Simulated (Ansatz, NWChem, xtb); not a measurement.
Ligand exchange: ClF + SiH3I → SiH3Cl + IF

Species: ClF (chlorine monofluoride), singlet; SiH3I `[SiH3]I`, singlet; SiH3Cl (chlorosilane) `[SiH3]Cl`, singlet; IF (iodine monofluoride), singlet. The partners trade F for SiH3: Cl–F and I–SiH3 bonds give way to Cl–SiH3 and I–F.

Shapes, held fixed at every level: PBE0-D4/def2-TZVP; IF at the measured bond length. Programs: Ansatz 0.2.0, NWChem 7.3.0, xtb 6.7.1. Electronic energies: no zero-point or thermal term.

| level | kind | ΔE (kJ/mol) |
| --- | --- | --- |
| GFN2-xTB | semi-empirical | -84.2 |
| HF/STO-3G | Hartree–Fock | -82.7 |
| revPBE/STO-3G | GGA | -75.9 |
| PBE0/STO-3G | global hybrid | -74.8 |
| r2SCAN0/STO-3G | global hybrid | -81.4 |
| HSE06/STO-3G | range-separated hybrid | -75.0 |
| wB97X/STO-3G | range-separated hybrid | -73.0 |
| CCSD(T)/STO-3G | coupled cluster or CI | -72.5 |
| PBE0/def2-SVP | global hybrid | -134.1 |

PBE0/def2-SVP gives ΔE = -134.1 kJ/mol; the levels span -134.1 to -72.5. The median of the levels is -75.9. No measured value is set beside it here. For atoms past krypton def2 sets carry core potentials with scalar relativity. All-electron rows are non-relativistic unless named. Outer-core shells of I are correlated, in sets that cover them unevenly. PBE0/def2-SVP lies outside the range of all other levels here, so it shouldn't be taken on trust. Rows in sets without polarisation functions are far from converged.

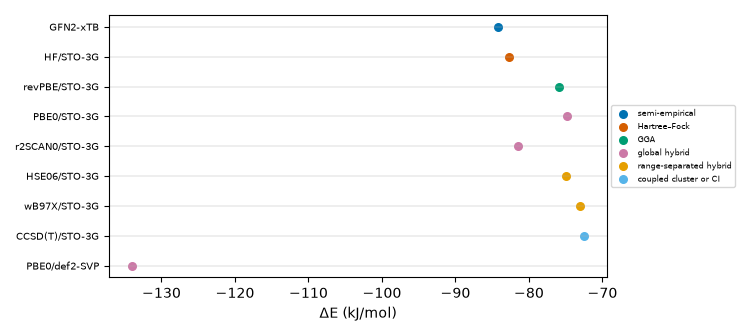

The values of the table, level by level.
